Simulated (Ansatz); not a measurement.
Consider KTaO$_{3}$ in the cubic perovskite structure (space group Pm-3m, No. 221; a = 3.989 Å). Axes: x, y, z lie along the cube axes.

Now apply this change: compressive biaxial strain of 0.97 % in the plane normal to [001], as in epitaxy on a mismatched substrate; the out-of-plane cell vector and the atoms relax.

Computed with Ansatz (a quantum-chemistry and plane-wave program) r2SCAN, no spin-orbit coupling, earlier PAW set.

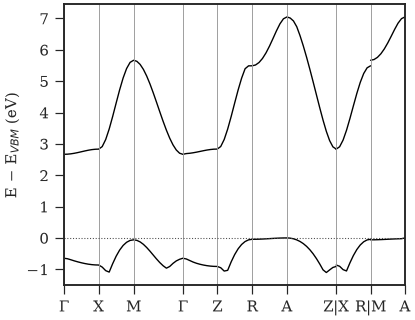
Figure: Highest valence and lowest conduction band along the path of the changed cell's own zone

The gap is 2.67 eV, indirect, A → Γ; the base has 2.64 eV.

Spin-orbit coupling, missing from the scalar runs, can matter with Ta. Stability against distortions was not tested. k-point labels follow each cell's own Brillouin zone.
